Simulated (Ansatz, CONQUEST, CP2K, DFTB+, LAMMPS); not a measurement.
## DFTB+ runs on Zn2+ BF4- in ethyl methyl carbonate and dimethoxyethane at 330 K (89 atoms)

How near does DFTB+ come to plane waves for Zn2+ BF4- in ethyl methyl carbonate and dimethoxyethane at 330 K (89 atoms)?

Method: the method is named at each step, in DFTB+ 25.1.

## (1) The starting structure

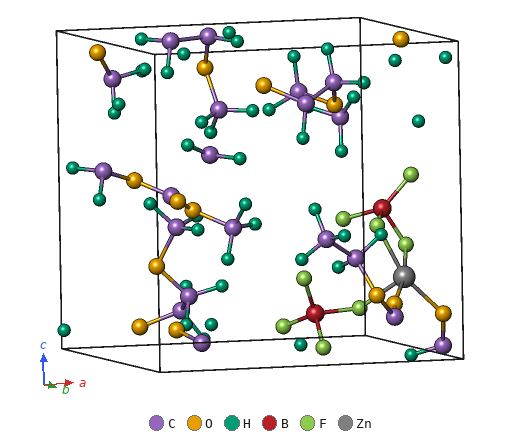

Start, viewed slightly off an axis; carbon purple, oxygen orange, hydrogen teal, boron red, fluorine green, zinc grey. Bonds to atoms that aren't drawn are left out. Some periodic images of atoms are drawn too.

The cell holds 89 atoms: 20 C, 12 O, 46 H, 2 B, 8 F and 1 Zn. Cell: a = 10.052 Å, b = 10.052 Å, c = 10.052 Å, α = 90.0°, β = 90.0°, γ = 90.0°. 2 ethyl methyl carbonate, 3 dimethoxyethane, 1 Zn2+, 2 BF4- placed at random, at 1.17 g/cm³; overlaps pushed apart, then 10 ps at 550 K with stiff harmonic cages for PF6 and BF4 with UFF radii; divalent ions of Li, Roberts, Chakravorty and Merz (J. Chem. Theory Comput. 9, 2733 (2013)); MMFF94 bonds, angles, torsions, charges and radii (Halgren, J. Comput. Chem. 17, 490 (1996)) in harmonic and 12-6 forms; charges of ions scaled by 0.8. Snapshot after 30 ps at 330 K and fixed volume.

Structure file:

```xyz
89
Lattice="10.0524 0.0000 0.0000 0.0000 10.0524 0.0000 0.0000 0.0000 10.0524" Properties=species:S:1:pos:R:3 pbc="T T T"
C     6.9197    3.2974    8.0786
O     8.2381    2.8805    7.5846
C     8.6129    1.6732    8.1840
C     8.0492    0.5210    7.4620
O     6.7552    0.2352    8.0589
C     6.4822    8.8917    7.7217
H     6.8092    4.3893    7.8773
H     6.1084    2.7493    7.5106
H     6.8535    3.0833    9.1876
H     9.6615    1.5144    8.1210
H     8.4096    1.7116    9.2551
H     8.7842    9.7815    7.5572
H     7.9076    0.5871    6.3707
H     6.5472    8.7571    6.6252
H     5.4677    8.7406    8.0747
H     7.1400    8.2598    8.2745
C     1.8723    6.1830    4.2236
O     1.1057    6.4637    3.0380
C     1.9377    7.1335    2.1103
C     1.2467    8.4625    1.7796
O    10.0260    8.1391    1.2961
C     9.6669    9.1684    0.3775
H     1.1723    5.6930    4.9603
H     2.7704    5.5820    4.0627
H     2.2514    7.1104    4.6350
H     2.9434    7.4284    2.4158
H     2.0385    6.5003    1.1601
H     1.8437    8.8990    0.8908
H     1.2122    9.1153    2.5996
H     8.6153    9.1465    0.1250
H    10.0296    8.8045    9.4471
H     0.0604    0.0775    0.5871
C     4.4284    0.6406    0.0439
O     3.3323    1.4859    0.5648
C     2.9318    2.6123    9.7995
C     3.7744    3.8826   10.0083
O     3.3141    4.9163    9.1097
C     3.7769    4.8418    7.7595
H     4.1383    0.1944    9.1655
H     5.3172    1.2332    9.8675
H     4.7262    9.8928    0.6596
H     2.9261    2.2399    8.7788
H     1.8787    2.8858    9.9294
H     4.8200    3.6000    9.7861
H     3.6120    4.1926    0.9240
H     3.2306    5.6412    7.1302
H     3.4978    3.9032    7.3109
H     4.8318    5.0195    7.6999
C     8.1514    2.0751    3.2793
C     8.6844    3.4062    2.7496
O     9.4434    3.1507    1.5299
C     9.6229    4.3959    0.9325
O     9.2577    5.5057    1.4371
O    10.0478    4.2011    9.6797
C     0.0614    5.4800    8.9354
H     7.7310    2.2512    4.2530
H     8.9836    1.3529    3.2974
H     7.4761    1.6022    2.6292
H     7.8727    4.1212    2.5576
H     9.4003    3.8256    3.5021
H     0.9397    6.0963    9.2524
H     0.1424    5.3721    7.8496
H     9.2710    5.9680    9.1749
C     1.8097    9.9491    6.7941
C     1.2522    0.6875    5.6111
O     1.8664    1.9636    5.3879
C     3.0904    1.9293    4.8426
O     3.6351    0.8782    4.5729
O     3.3933    3.1833    4.4702
C     4.6917    3.2473    3.8736
H     1.3742    9.0232    7.0530
H     1.8457    0.5454    7.6951
H     2.8670    9.7360    6.6157
H     1.2882    0.1219    4.6675
H     0.1831    0.8691    5.7751
H     4.6213    2.8586    2.8537
H     5.0872    4.2895    4.0495
H     5.3206    2.6088    4.5419
B     8.1960    7.7341    4.6697
F     8.4176    6.4885    4.0264
F     6.8575    7.8688    4.4039
F     8.7428    8.3942    3.5516
F     9.1028    7.9240    5.7143
B     6.2332    6.7495    1.3548
F     7.5031    7.3765    1.5203
F     5.0081    7.2592    1.0369
F     6.2262    5.6939    2.3869
F     6.7021    6.0657    0.2079
Zn    9.0922    7.0819    2.4185
```

The yardstick, on the same geometry:

- method: Kohn-Sham DFT, PBE, PAW, plane waves (Ansatz 0.2.0); cutoff 420 eV, Γ point, fermi-dirac smearing of 0.05 eV; PAW set soft_2
- r.m.s. force component: 1.241 eV/Å
- longest force: 7.067 eV/Å
- pressure: 3.187 GPa
- gap (highest filled to lowest empty level): 3.349 eV
- SCF cycles: 10
- time: 5 s on 4 threads of Intel Xeon 6975P-C (Granite Rapids), shared host
- CPU time: 15 s

## (2) GFN1-xTB

Method: GFN1-xTB tight binding, diagonalisation.

Input file dftb_in.hsd:

```
Geometry = GenFormat {
  <<< geo.gen
}
Driver = {}
Hamiltonian = xTB {
  Method = "GFN1-xTB"
  SccTolerance = 1e-06
  MaxSccIterations = 300
  Mixer = Broyden { MixingParameter = 0.2 }
  Filling = Fermi { Temperature [K] = 580 }
  KPointsAndWeights = { 0.0 0.0 0.0 1.0 }
}
Analysis {
  PrintForces = Yes
  MullikenAnalysis = Yes
}
ParserOptions { ParserVersion = 14 }
```

Input file geo.gen:

```
89 F
C O H B F Zn
1 1 0.68836 0.32802 0.80365
2 2 0.81951 0.28655 0.75450
3 1 0.85680 0.16645 0.81413
4 1 0.80072 0.05183 0.74231
5 2 0.67200 0.02340 0.80169
6 1 0.64484 0.88453 0.76814
7 3 0.67737 0.43664 0.78362
8 3 0.60765 0.27350 0.74714
9 3 0.68178 0.30672 0.91397
10 3 0.96111 0.15065 0.80787
11 3 0.83657 0.17027 0.92068
12 3 0.87384 0.97305 0.75178
13 3 0.78664 0.05840 0.63375
14 3 0.65131 0.87114 0.65907
15 3 0.54392 0.86950 0.80326
16 3 0.71028 0.82167 0.82314
17 1 0.18625 0.61508 0.42016
18 2 0.10999 0.64300 0.30222
19 1 0.19276 0.70963 0.20993
20 1 0.12402 0.84184 0.17703
21 2 0.99737 0.80967 0.12893
22 1 0.96165 0.91206 0.03755
23 3 0.11662 0.56633 0.49344
24 3 0.27560 0.55529 0.40415
25 3 0.22397 0.70733 0.46108
26 3 0.29281 0.73897 0.24032
27 3 0.20279 0.64664 0.11541
28 3 0.18341 0.88526 0.08862
29 3 0.12059 0.90678 0.25860
30 3 0.85704 0.90988 0.01243
31 3 0.99773 0.87586 0.93978
32 3 0.00601 0.00771 0.05840
33 1 0.44053 0.06373 0.00437
34 2 0.33149 0.14782 0.05619
35 1 0.29165 0.25987 0.97484
36 1 0.37547 0.38624 0.99561
37 2 0.32968 0.48907 0.90622
38 1 0.37572 0.48166 0.77190
39 3 0.41167 0.01934 0.91177
40 3 0.52895 0.12268 0.98160
41 3 0.47016 0.98412 0.06562
42 3 0.29108 0.22282 0.87330
43 3 0.18689 0.28708 0.98776
44 3 0.47949 0.35812 0.97351
45 3 0.35932 0.41707 0.09192
46 3 0.32138 0.56118 0.70930
47 3 0.34796 0.38828 0.72728
48 3 0.48066 0.49933 0.76597
49 1 0.81089 0.20643 0.32622
50 1 0.86391 0.33884 0.27353
51 2 0.93942 0.31343 0.15219
52 1 0.95727 0.43730 0.09276
53 2 0.92094 0.54770 0.14296
54 2 0.99954 0.41792 0.96292
55 1 0.00611 0.54514 0.88888
56 3 0.76907 0.22395 0.42308
[... 33 atom lines left out ...]
0.0 0.0 0.0
10.05242 0.00000 0.00000
0.00000 10.05242 0.00000
0.00000 0.00000 10.05242
```

The run is started by

```
$ OMP_NUM_THREADS=1 dftb+ > output.txt
```

Log:

```text
Reading input file 'dftb_in.hsd'
Parser version: 14
--------------------------------------------------------------------------------
Processed input in HSD format written to 'dftb_pin.hsd'
Starting initialization...
--------------------------------------------------------------------------------
WARNING!
-> Dipole printed for extended system : value printed is not well defined
Mode:                        Static calculation
Self consistent charges:     Yes
SCC-tolerance:                 0.100000E-05
Max. scc iterations:                    300
Shell resolved Hubbard:      Yes
Spin polarisation:           No
Nr. of up electrons:           131.000000
Nr. of down electrons:         131.000000
Periodic boundaries:         Yes
Electronic solver:           Relatively robust
Mixer:                       Broyden mixer
Mixing parameter:                  0.200000
Nr. of chrg. vec. in memory:            300
Max. SCC-cycles:                        300
tblite library version:      0.3.0
-> parametrization:          GFN1-xTB
-> repulsion:                Yes
-> dispersion:               Yes
-> halogen bonding:          Yes
-> electrostatics:           Yes
   -> isotropic:             Yes
   -> anisotropic:           No
   -> third-order:           Yes
Electronic temperature:              0.183675E-02 H      0.499806E-01 eV
Initial charges:             Set automatically (system chrg:   0.000E+00)
Included shells:             C:  s, p
                             O:  s, p
                             H:  s, s2
                             B:  s, p
                             F:  s, p
                            Zn:  s, p
K-points and weights:           1:  0.000000  0.000000  0.000000     1.000000
K-points in absolute space:     1:  0.000000  0.000000  0.000000
Extra options:
                             Mulliken analysis
                             Force calculation
Force type                   original
--------------------------------------------------------------------------------
***  Geometry step: 0
 iSCC Total electronic   Diff electronic      SCC error
    1   -0.16730522E+03    0.00000000E+00    0.18675846E+01
    2   -0.16873165E+03   -0.16730522E+03    0.14446558E+01
    3   -0.16886062E+03   -0.14264279E+01    0.14980817E+01
    4   -0.16917072E+03   -0.12896655E+00    0.11779789E+01
    5   -0.16957114E+03   -0.31010755E+00    0.29407253E+00
    6   -0.16959399E+03   -0.40041597E+00    0.15636320E+00
    7   -0.16960893E+03   -0.22853316E-01    0.18831729E-01
    8   -0.16960902E+03   -0.14934451E-01    0.21202604E-01
    9   -0.16960913E+03   -0.91184307E-04    0.92796511E-02
   10   -0.16960918E+03   -0.11511011E-03    0.30445198E-02
   11   -0.16960918E+03   -0.45542772E-04    0.46085818E-03
   12   -0.16960918E+03   -0.24175737E-05    0.67555721E-03
   13   -0.16960918E+03   -0.28289435E-07    0.85435510E-04
   14   -0.16960918E+03   -0.98175065E-07    0.73103128E-04
   15   -0.16960918E+03   -0.45741331E-08    0.17294691E-04
   16   -0.16960918E+03   -0.97705311E-09    0.27762356E-05
   17   -0.16960918E+03   -0.69746875E-10    0.34972226E-05
>> Charges saved for restart in charges.bin
   18   -0.16960918E+03   -0.23874236E-11    0.52296749E-06
Total Energy:                     -168.5817301771 H        -4587.3423 eV
Extrapolated to 0K:               -168.5817301771 H        -4587.3423 eV
Total Mermin free energy:         -168.5817301771 H        -4587.3423 eV
Force related energy:             -168.5817301771 H        -4587.3423 eV
Volume:                              0.685501E+04 au^3   0.101581E+04 A^3
Pressure:                           -0.192904E-04 au    -0.567542E+09 Pa
```

detailed.out:

```text
Fermi distribution function
Calculation with static geometry
********************************************************************************
 iSCC Total electronic   Diff electronic      SCC error
   18   -0.16960918E+03   -0.23874236E-11    0.52296749E-06
********************************************************************************
 Total charge:    -0.00000000
 Atomic gross charges (e)
 Atom           Charge
    1       0.17428313
    2      -0.47443244
    3       0.19486255
    4       0.16869082
    5      -0.48505137
    6       0.14814465
    7       0.03371242
    8       0.01309200
    9       0.02687530
   10       0.02020814
   11       0.02887252
   12       0.00312238
[...]
85      -0.31523078
   86      -0.35546109
   87      -0.41326194
   88      -0.42936031
   89       0.91130070
Fermi level:                        -0.3637915761 H           -9.8993 eV
Band energy:                      -156.1280921618 H        -4248.4615 eV
TS:                                  0.0000000000 H            0.0000 eV
Band free energy (E-TS):          -156.1280921618 H        -4248.4615 eV
Extrapolated E(0K):               -156.1280921618 H        -4248.4615 eV
Input / Output electrons (q):    262.0000000000    262.0000000000
Energy H0:                        -170.2949726702 H        -4633.9620 eV
Energy SCC:                          0.6857915910 H           18.6613 eV
Total Electronic energy:          -169.6091810792 H        -4615.3006 eV
Repulsive energy:                    1.1238570279 H           30.5817 eV
Halogen correction energy:           0.0000000000 H            0.0000 eV
Total energy:                     -168.5817301771 H        -4587.3423 eV
Extrapolated to 0:                -168.5817301771 H        -4587.3423 eV
Total Mermin free energy:         -168.5817301771 H        -4587.3423 eV
Force related energy:             -168.5817301771 H        -4587.3423 eV
Non-constrained calculation
SCC converged
Total Forces
    1      0.010378114540     -0.004256944258     -0.009581202720
    2     -0.027714763033      0.022307223269      0.013690041717
    3      0.006752656486      0.023473561948     -0.001296579441
    4     -0.035795407414     -0.018694517268     -0.000205283264
    5      0.026888395422     -0.036834782734     -0.021513132947
    6     -0.021097753721      0.034520311363     -0.000314683256
    7      0.004846302526     -0.014803927079      0.004666496852
    8      0.014826968929      0.007898863652      0.013184477831
    9     -0.000532436120      0.006025459753     -0.022119686306
   10      0.029544873615      0.011826718791     -0.004586908365
   11     -0.008717716735     -0.006978983271      0.004529968987
[...]
85     -0.006493260886      0.045459927883      0.029752272291
   86      0.006627386642      0.014213566478      0.016872663839
   87     -0.010260726221      0.025096328809     -0.009849201283
   88     -0.019202085725     -0.020969794148     -0.028101617514
   89     -0.015794872472     -0.015318315460      0.004505396799
Total stress tensor
      0.000012949713      0.000033683593     -0.000004800565
      0.000033683593     -0.000042316378      0.000007118131
     -0.000004800565      0.000007118131     -0.000028504425
Total lattice derivs
     -0.004673035277     -0.012155066432      0.001732332620
     -0.012155066432      0.015270294477     -0.002568649658
      0.001732332620     -0.002568649658      0.010286110910
Maximal derivative component:        0.894311E-01 au
Volume:                              0.685501E+04 au^3
Pressure:                           -0.192904E-04 au    -0.567542E+09 Pa
Warning: dipole moment is not defined absolutely!
Dipole moment:   -4.97047837    4.98824583    2.08776842 au
Dipole moment:  -12.63369686   12.67885724    5.30657844 Debye
```

Run time: 4.5 s. Hardware: 1 thread of Intel Xeon 6975P-C (Granite Rapids), shared host; peak memory 0.27 GiB.

Banners, paths, timers and routine set-up lines are dropped from the logs unmarked, and long logs keep their key lines alone; longer cuts are marked.

Against the reference:

* r.m.s. force component: 1.063 eV/Å
* r.m.s. difference of force components: 483.3 meV/Å
* longest difference of force vectors: 3706 meV/Å
* force difference over r.m.s. force: 38.94 %
* slope of forces against the reference's: 0.7908
* correlation of force components: 0.9235
* gap (highest filled to lowest empty level): 3.284 eV
* gap difference: -0.0649 eV
* pressure: -0.5675 GPa
* pressure difference: -3.754 GPa

Length of the force difference by element (eV/Å):

| element | atoms | mean | most |
| --- | --- | --- | --- |
| B | 2 | 0.84 | 1.3 |
| C | 20 | 0.51 | 1.0 |
| F | 8 | 1.4 | 3.7 |
| H | 46 | 0.16 | 0.34 |
| O | 12 | 0.93 | 1.9 |
| Zn | 1 | 3.5 | 3.5 |

Levels nearest the highest filled one (eV from it): -1.23, -1.06, -1.00, -0.90, -0.89, -0.75, -0.65, -0.55, -0.39, -0.37, -0.27, 0.00, 3.28, 4.78, 6.71, 6.96, 7.11, 7.25, 7.39, 7.42, 7.62, 7.74, 7.84, 7.96.

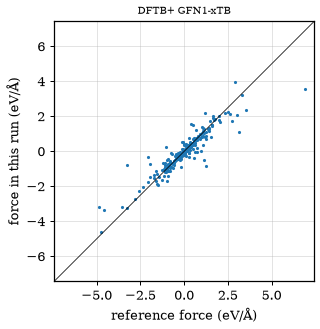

Force components against those of the reference; the line marks equality.

Local excerpt of 10 atoms (numbers count through the whole input) about C33, picked at random; x, y, z are measured from there.

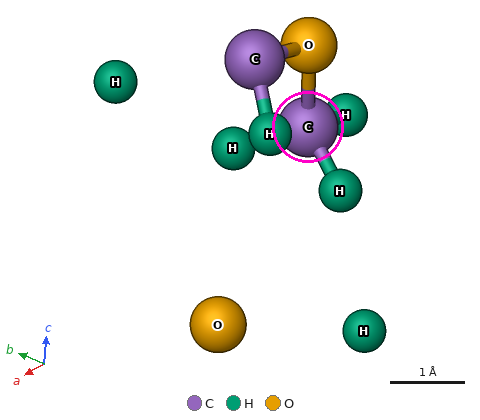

The atoms of the table, within 3.1 Å (arrows a, b, c point along x, y, z); some may hide others; the central atom is ringed.

```
atom      x      y      z  distance (Å)  bonds  Mulliken charge (e)     Fx     Fy  Fz (eV/Å)
 C33   0.00   0.00   0.00          0.00      4                 0.16  -0.93   2.24      -0.72
 H41   0.30  -0.80   0.62          1.05      1                 0.05  -0.19  -0.62       1.46
 H39  -0.29  -0.45  -0.93          1.07      1                 0.02  -0.51  -0.25      -0.79
 H40   0.89   0.59  -0.23          1.09      1                 0.02   0.05   0.24       0.21
 O34  -1.10   0.85   0.52          1.48      2                -0.50   0.77  -0.17      -0.05
 C35  -1.50   1.97  -0.30          2.49      4                 0.17  -0.09  -1.14      -0.23
 H42  -1.50   1.60  -1.32          2.56      1                 0.02   0.46   0.23      -0.72
 H15   1.04  -1.95  -2.02          3.00      1                 0.04  -0.30  -0.33      -0.13
 H44   0.39   2.96  -0.31          3.00      1                 0.03  -0.11   0.49       0.34
  O5   2.33  -0.41  -2.04          3.12      2                -0.49   1.38  -1.89      -1.11
```

Forces lie 39 % from the reference's, at 0.29 times its CPU time (on 1 against 4 cores).

[end of part 1 of 2]

[Also dropped from logs without a mark: logging warnings of Python, and SIESTA's first energy breakdown and zero terms.]

[Logs are printed without paths, hosts, clocks, repeated set-up lines and the standing remarks that a program may print on its own settings, such as how far it seeks lower states.]

[Hosts, paths, dates, database ids (printed as entryN), source tags and the programs' standing remarks are cut or masked in the printed files.]

[The MMFF94 radii named for the starting cell were scaled by 0.96; in molecules described by MMFF94, hydrogen bound to N, O or S took a small fixed 12-6 site in their place.]
